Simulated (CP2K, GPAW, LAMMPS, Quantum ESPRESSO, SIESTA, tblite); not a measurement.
**tblite runs on glassy 69P2O5-27MgO-4Sc2O3 (mol %) (145 atoms)**

Aim: run glassy 69P2O5-27MgO-4Sc2O3 (mol %) (145 atoms) in tblite and see how near its forces come to a plane-wave reference, and at what cost.

Calculated with tblite 0.8.0; the method is named at each step.

## 1. Set-up

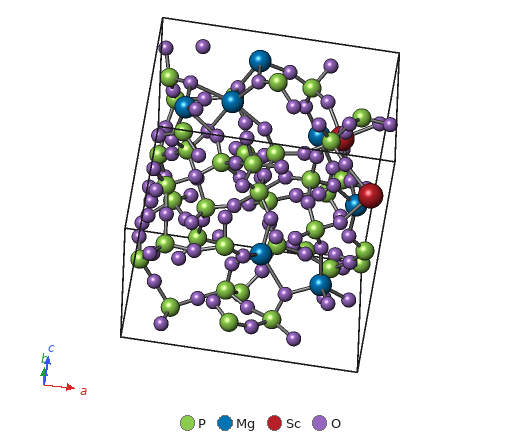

The cell as given, from a free direction (phosphorus green, magnesium blue, scandium red, oxygen purple). Bonds to atoms that aren't drawn are left out. Some periodic images of atoms are drawn too.

The cell holds 145 atoms: 36 P, 7 Mg, 2 Sc and 100 O. Its edges and angles: a = 12.469 Å, b = 12.469 Å, c = 12.469 Å, α = 90.0°, β = 90.0°, γ = 90.0°. 145 atoms (36 P, 7 Mg, 2 Sc, 100 O) placed at random at 2.46 g/cm³, melted at 4000 K for 10 ps at fixed volume with the Morse and Coulomb pair potential with partial charges (Pedone, Malavasi, Menziani, Cormack and Segre, J. Phys. Chem. B 110, 11780 (2006)). Quenched from 4000 K to 300 K at 25 K/ps and fixed volume, held 10 ps at zero pressure.

The yardstick, on the same geometry:

```
method                                           : Kohn-Sham DFT, PBE, SSSP efficiency 1.3.0 pseudopotentials, plane waves (Quantum ESPRESSO 7.5); sssp-pbe-1.3.0-efficiency, cutoffs 60/480 Ry, Γ point
r.m.s. force component                           : 1.762 eV/Å
longest force                                    : 8.632 eV/Å
pressure                                         : 2.038 GPa
gap (highest filled to lowest empty level) : 0.629 eV
time                                             : 8.8 min on 4 MPI ranks of Arm Neoverse V2, shared host
CPU time                                         : 35 min
```

## 2. GFN1-xTB

Method: GFN1-xTB tight binding, diagonalisation.

run.py

```python
import numpy as np
from ase.io import read
from tblite.ase import TBLite

atoms = read("structure.xyz")
atoms.calc = TBLite(method="GFN1-xTB", electronic_temperature=580, accuracy=1.0, max_iterations=250, mixer_damping=0.4, verbosity=1)
energy = atoms.get_potential_energy()
forces = atoms.get_forces()
print(f"energy {energy:.6f} eV")
print("forces (eV/A)")
for i, (a, f) in enumerate(zip(atoms, forces)):
    print(f"{i:4d} {a.symbol:2s} {f[0]:10.5f} {f[1]:10.5f} {f[2]:10.5f}")
stress = -atoms.get_stress(voigt=False) * 160.21766
print("stress (GPa, compression positive)")
for row in stress:
    print(" ".join(f"{x:10.4f}" for x in row))
print("charges (e)")
print(np.array2string(atoms.get_charges(), precision=4, suppress_small=True, max_line_width=110, threshold=100000))
```

structure.xyz

```xyz
145
Lattice="12.46948 0.00000 0.00000 0.00000 12.46948 0.00000 0.00000 0.00000 12.46948" Properties=species:S:1:pos:R:3 pbc="T T T"
P 5.39754 10.74545 6.20693
P 5.44280 0.34615 1.60520
P 1.53088 1.72179 4.88105
P 3.56540 6.01241 5.14304
P 9.99154 11.82144 4.08874
P 3.50978 7.65152 2.50711
P 9.24450 3.70069 11.21754
P 8.21926 11.05095 10.40965
P 10.51639 9.12691 6.36205
P 12.33568 10.84870 0.80528
P 0.71650 9.54751 10.55392
P 2.49090 3.51789 0.36037
P 6.18711 7.10149 12.44728
P 4.59500 1.41890 5.40602
P 6.12027 5.47123 6.78140
P 3.85307 4.41445 8.69796
P 7.74267 2.38367 1.09694
P 2.06083 10.36974 3.07273
P 7.00785 10.95494 3.55954
P 4.37155 11.74924 8.91792
P 1.38623 0.76500 11.98828
P 9.12916 1.94836 6.88041
P 9.46035 12.14802 0.41798
P 10.75829 6.33861 11.51133
P 5.24005 4.47841 1.34221
P 0.90154 9.87284 5.84233
P 1.17812 3.64271 7.29302
P 8.60095 4.50772 8.42837
P 1.36566 11.62218 8.29320
P 2.18877 7.61711 7.49291
P 7.69666 8.17449 2.49352
P 0.50514 3.75905 2.74815
P 12.15625 6.60720 3.72601
P 10.65654 8.24607 1.58038
P 6.78103 8.29083 7.70427
P 5.33694 1.99399 10.11649
Mg 9.08090 11.72717 7.37869
Mg 6.67591 3.74371 4.09261
Mg 5.27272 10.28670 11.90923
Mg 4.12490 8.60120 10.17173
Mg 11.24959 5.90031 6.63888
Mg 9.94429 2.58218 3.41838
Mg 1.61018 6.16990 10.68734
Sc 11.63851 1.73812 9.41969
Sc 10.06088 8.43872 9.08514
O 4.10146 9.96748 5.85155
O 6.67840 1.15891 1.12886
O 11.56819 3.28084 2.43604
O 4.40247 10.70243 9.97833
O 1.43673 10.19904 4.45958
O 1.48225 8.68761 6.61219
O 4.95886 12.37247 5.61413
O 7.18890 9.52905 3.00963
O 10.09729 4.89913 11.76870
O 10.36114 0.60277 3.40704
O 9.05035 11.99140 11.37042
[... 85 atom lines left out ...]
O 0.38643 4.68142 6.52391
O 12.27645 6.23798 11.41581
O 7.17220 6.44884 11.50322
O 5.44717 5.83784 0.61574
```

Launch:

```bash
> OMP_NUM_THREADS=1 python run.py > output.txt
```

Log:

```text
------------------------------------------------------------
  cycle        total energy    energy error   density error
------------------------------------------------------------
      1     -536.7356524524  -5.3907230E+02   1.0608604E+00
      2     -517.6760193061   1.9059633E+01   1.0477033E+00
      3     -545.1629555948  -2.7486936E+01   6.2062832E-01
      4     -577.8074464564  -3.2644491E+01   1.2415438E-01
      5     -577.2252797284   5.8216673E-01   1.1569617E-01
      6     -579.2925140638  -2.0672343E+00   4.7277729E-02
      7     -579.4653063596  -1.7279230E-01   3.0007883E-02
      8     -579.4923631864  -2.7056827E-02   2.2571525E-02
      9     -579.5358587415  -4.3495555E-02   1.2534515E-02
     10     -579.5500986515  -1.4239910E-02   5.1944842E-03
     11     -579.5520807511  -1.9820996E-03   3.1463290E-03
     12     -579.5536652481  -1.5844969E-03   6.4963513E-04
     13     -579.5536971481  -3.1900046E-05   4.6158462E-04
     14     -579.5537307387  -3.3590566E-05   1.2497466E-04
     15     -579.5537310456  -3.0696219E-07   8.7301401E-05
     16     -579.5537314125  -3.6681979E-07   6.7352044E-05
     17     -579.5537320721  -6.5966140E-07   2.3175589E-05
     18     -579.5537321019  -2.9803573E-08   1.1525148E-05
------------------------------------------------------------
 total:                                   8.854 sec
energy -15770.460326 eV
forces (eV/A)
   0 P    -6.77324   -2.43033   -2.88706
   1 P    -5.54044    2.29771   -0.07277
   2 P     0.78699   -5.05085    0.72925
   3 P    -2.99043   -4.60539   -0.83785
   4 P     4.35072   -2.53206   -0.09260
   5 P     1.67385   -0.89930   -2.49475
   6 P     2.81217   -1.68051   -2.64690
   7 P     0.45732   -4.78813    0.73137
   8 P    -6.41703    0.09097    1.50208
   9 P     1.00841    3.37287    0.11120
  10 P    -2.24472   -4.24278   -1.33593
  11 P    -2.55633    0.20537   -2.79570
  12 P     3.39917   -1.92945   -3.94703
  13 P     1.14334    1.10464    5.86231
  14 P     1.28170   -2.36790   -2.25452
  15 P     1.40536    0.37571    1.95304
  16 P    -1.33110   -2.19426    2.73054
  17 P     5.76468    2.96554   -3.16320
  18 P     3.02134    3.22082    0.54659
  19 P     1.41292    0.34238    1.51817
  20 P     0.01502   -1.97163   -4.41360
  21 P     0.61213   -2.79011   -0.73630
  22 P    -4.78877   -3.68828    2.00905
  23 P     2.57945    0.43882   -1.74251
[...]
137 O     0.75601    0.09253   -0.34448
 138 O    -1.31221   -1.90970   -1.93708
 139 O    -0.34075    0.02948    1.90930
 140 O    -0.25321    0.46027    0.10475
 141 O     0.67995    0.54027    0.97278
 142 O    -1.15740   -0.56507    0.16329
 143 O    -0.99600    1.19201    0.99371
 144 O    -1.38539   -0.50336    0.41106
stress (GPa, compression positive)
    1.7624    -0.0303    -0.3396
   -0.0303     2.9302    -0.7622
   -0.3396    -0.7622     4.6640
charges (e)
[ 0.5743  0.5597  0.5524  0.5524  0.5552  0.5467  0.5721  0.5609  0.5614  0.5864  0.5579  0.5712  0.5613
  0.556   0.5775  0.5607  0.5805  0.5572  0.5623  0.5687  0.5589  0.5546  0.5619  0.5643  0.5639  0.576
  0.5619  0.565   0.5674  0.5554  0.562   0.5596  0.5529  0.5706  0.5595  0.5464  0.9066  0.8461  0.8346
  0.83    0.8889  0.8185  0.8671  0.8498  0.8382 -0.4236 -0.1703 -0.3825 -0.3624 -0.0595 -0.1419 -0.2952
 -0.1044 -0.1782 -0.4053 -0.2176 -0.1315 -0.4413 -0.1784 -0.1548 -0.2332 -0.3807 -0.1014 -0.1985 -0.3959
 -0.3078 -0.3515 -0.1722 -0.1673 -0.3706 -0.2557 -0.172  -0.1487 -0.2535 -0.2961 -0.2161 -0.3634 -0.3817
 -0.4034 -0.4487 -0.4435 -0.1505 -0.4114 -0.2335 -0.3685 -0.4142 -0.4    -0.1453 -0.189  -0.1501 -0.4224
 -0.1484 -0.3523 -0.1702 -0.4006 -0.1608 -0.3555 -0.4034 -0.343  -0.3788 -0.3825 -0.3924 -0.3768 -0.2297
 -0.3416 -0.1733 -0.3395 -0.236  -0.1082 -0.1289 -0.1709 -0.1256 -0.0858 -0.1325 -0.388  -0.1792 -0.2866
 -0.4061 -0.4203 -0.4218 -0.4695 -0.3799 -0.1603 -0.1107 -0.428  -0.1201 -0.18   -0.4113 -0.1486 -0.1919
 -0.3378 -0.4023 -0.3758 -0.1926 -0.3136 -0.1789 -0.4508 -0.3735 -0.1353 -0.4267 -0.1982 -0.3724 -0.373
 -0.3972 -0.174 ]
```

Wall time 9.3 s (1 thread of Arm Neoverse V2, shared host); peak memory 0.18 GiB.

Banners, paths, timers and routine set-up lines are dropped from the logs unmarked, and long logs keep their key lines alone; longer cuts are marked.

Compared with the plane-wave run:

```yaml
r_m_s_force_component: 1.79 eV/Å
r_m_s_difference_of_force_components: 540.5 meV/Å
longest_difference_of_force_vectors: 2982 meV/Å
force_difference_over_r_m_s_force: 30.67 %
slope_of_forces_against_the_reference_s: 0.9689
correlation_of_force_components: 0.9538
pressure: 3.119 GPa
pressure_difference: 1.081 GPa
```

Length of the force difference by element (eV/Å):

| element | atoms | mean | most |
| --- | --- | --- | --- |
| Mg | 7 | 0.92 | 1.7 |
| O | 100 | 0.63 | 2.2 |
| P | 36 | 1.2 | 3.0 |
| Sc | 2 | 0.88 | 1.1 |

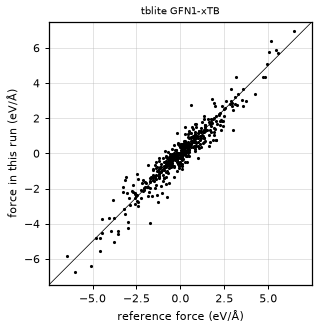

Force components against those of the reference; the line marks equality.

A closer look about Mg39, picked at random: 13 atoms, nearest first, numbered in the order of the input, with positions taken from that point.

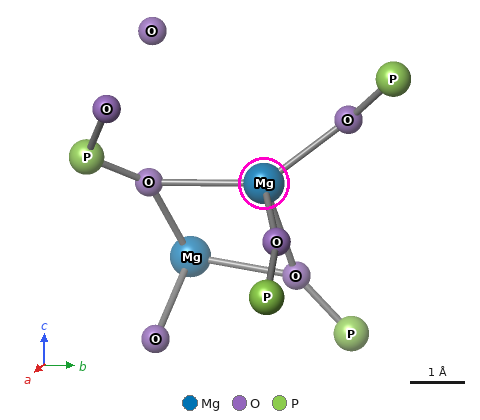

The atoms of the table, within 3.6 Å (arrows a, b, c point along x, y, z); some may hide others; the central atom is ringed.

```
atom      x      y      z  distance (Å)  Mulliken charge (e)     Fx     Fy  Fz (eV/Å)
Mg39   0.00   0.00   0.00          0.00                 0.83   0.85   1.23       0.40
O132   1.67   0.64  -0.72          1.93                -0.40  -1.39  -0.81       0.12
 O67  -0.40   1.53   1.21          1.99                -0.35   0.56  -0.64      -0.75
 O49  -0.87   0.42  -1.93          2.16                -0.36  -0.38  -0.66       0.40
O103  -0.02  -2.21  -0.10          2.21                -0.38  -1.19   1.35       0.23
Mg40  -1.15  -1.69  -1.74          2.68                 0.83   0.43  -0.51      -1.51
  P2   0.17   2.53   2.17          3.33                 0.56  -5.54   2.30      -0.07
 P13   0.91  -3.19   0.54          3.36                 0.56   3.40  -1.93      -3.95
  P8   2.95   0.76  -1.50          3.39                 0.56   0.46  -4.79       0.73
 P20  -0.90   1.46  -2.99          3.45                 0.57   1.41   0.34       1.52
 O91  -0.37  -2.23   2.72          3.54                -0.42  -0.14  -0.24      -0.01
O128   0.74  -1.90  -2.91          3.56                -0.41  -1.03  -0.42       1.29
O116   1.86  -2.57   1.69          3.60                -0.18   0.19   1.24      -0.42
```

Atoms are counted from 1 here, from 0 in the log.

Forces lie 31 % from the reference's, at 0.0044 times its CPU time (on 1 against 4 cores).

## 3. Outcome

| Property | Result |
| --- | --- |
| force difference from the reference | tblite GFN1-xTB, 31 % |
| its CPU time | 9.3 s |

**Reading.** Tight binding differs by 31 % (tblite GFN1-xTB); it is another model, with fitted parameters of its own, and the xTB methods hold dispersion. One electronic-structure run takes under half the reference's CPU time: tblite GFN1-xTB, at 31 % in 9.3 s against 35 min. Periodic xTB results under one method name differ between programs and library versions. The reference's pressure holds the uncorrected Pulay stress of its 60 Ry basis, so small pressure differences, and their order, may be the reference's own error. In our tests on small cells the SSSP efficiency potentials stood apart from two norm-conserving sets, for C–F bonds most and for P–O bonds less, so differences between them and other runs here needn't be the other run's error. The quench rate of 25 K/ps is many orders above laboratory rates, so the cell is likely richer in defects and strain than a real sample. The network of bonds at the start is that of the classical potential that made the cell, and needn't be the one that DFT or experiment would give. The electronic-structure runs sample only Γ, in a cell whose shortest periodic width is 12 Å.

[Also dropped from logs without a mark: logging warnings of Python, and SIESTA's first energy breakdown and zero terms.]

[Logs are printed without paths, hosts, clocks, repeated set-up lines and the standing remarks that a program may print on its own settings, such as how far it seeks lower states.]

[Hosts, paths, dates, database ids (printed as entryN), source tags and the programs' standing remarks are cut or masked in the printed files.]
